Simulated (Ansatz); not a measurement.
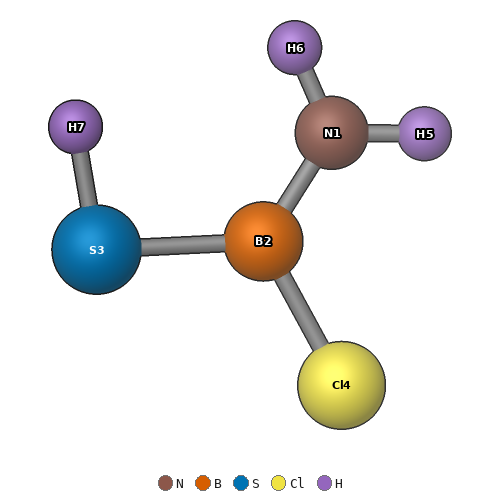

The system is BClH3NS, SMILES NB(S)Cl; the picture shows the reference structure. First axis: dihedral H5–N1–B2–S3. Second axis: dihedral N1–B2–S3–H7. Nothing is relaxed (all other coordinates rigid). The scan uses an 18 × 18 grid; 298 points were computed and 26 follow by symmetry. Points are written as (first, second). Energies: kJ/mol, counted from the relaxed molecule at the same level. Method: RKS B3LYP-D4/def2-SVP (Ansatz 0.2.0).

Its coordinates:

```xyz
7

N    -0.2524    0.9154   -0.1860
B    -0.2209   -0.4786   -0.2572
S     0.8908   -1.5520    0.7137
Cl   -1.3386   -1.3139   -1.3716
H    -0.8926    1.4621   -0.7499
H     0.3453    1.4653    0.4177
H     1.5294   -0.5663    1.3877
```

Range: dihedral H5–N1–B2–S3 from −180 to 160°; dihedral N1–B2–S3–H7 from −180 to 160°.

Q: What will the energy surface look like?

A: The lowest grid point is at (−180°, 0°), 0 kJ/mol from the relaxed molecule at the same level; the map holds 3 wells of about this depth. There is a further well near (0°, −180°) (0.8 kJ/mol above the lowest at that grid point). The highest grid point, (−80°, −100°), lies 148 kJ/mol above the lowest. On the interpolated surface the easiest way out of the lowest well to the well at (−180°, −180°) passes a barrier of about 31 kJ/mol. Round the minimum the valley is somewhat tilted: raising dihedral H5–N1–B2–S3 shifts the best value of dihedral N1–B2–S3–H7 upwards (coupling k₁₂/√(k₁₁k₂₂) about −0.2).

| dihedral N1–B2–S3–H7 ↓, dihedral H5–N1–B2–S3 → | −180 | −140 | −100 | −60 | −20 | 20 | 60 | 100 | 140 |
| --- | --- | --- | --- | --- | --- | --- | --- | --- | --- |
| 160 | 3 | 40 | 88 | 58 | 9 | 16 | 70 | 83 | 29 |
| 120 | 21 | 70 | 132 | 90 | 27 | 37 | 108 | 124 | 52 |
| 80 | 30 | 71 | 145 | 115 | 43 | 41 | 111 | 146 | 74 |
| 40 | 13 | 42 | 103 | 86 | 26 | 19 | 74 | 108 | 53 |
| 0 | 0 | 30 | 81 | 59 | 9 | 9 | 59 | 81 | 30 |
| −40 | 13 | 53 | 108 | 74 | 19 | 26 | 86 | 103 | 42 |
| −80 | 30 | 74 | 146 | 111 | 41 | 43 | 115 | 145 | 71 |
| −120 | 21 | 52 | 124 | 108 | 37 | 27 | 89 | 132 | 70 |
| −160 | 3 | 29 | 83 | 70 | 16 | 9 | 58 | 88 | 40 |

The table holds every second grid line.

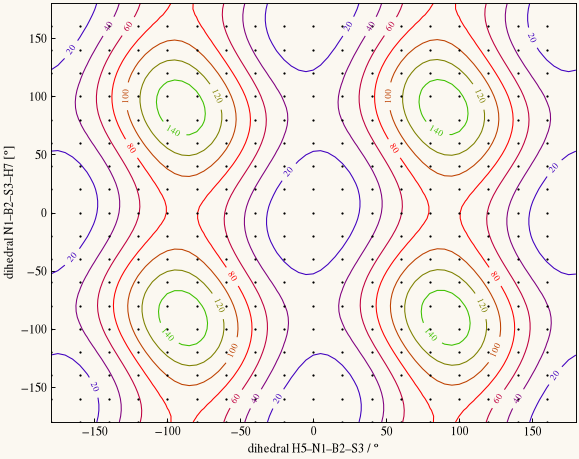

In the figure: contour lines labelled in kJ/mol (none above 160), dots at the grid points. Between grid points the surface is interpolated.

The whole map (298 points run) took 15 min on 1 thread of Arm Neoverse V1, on a shared host.
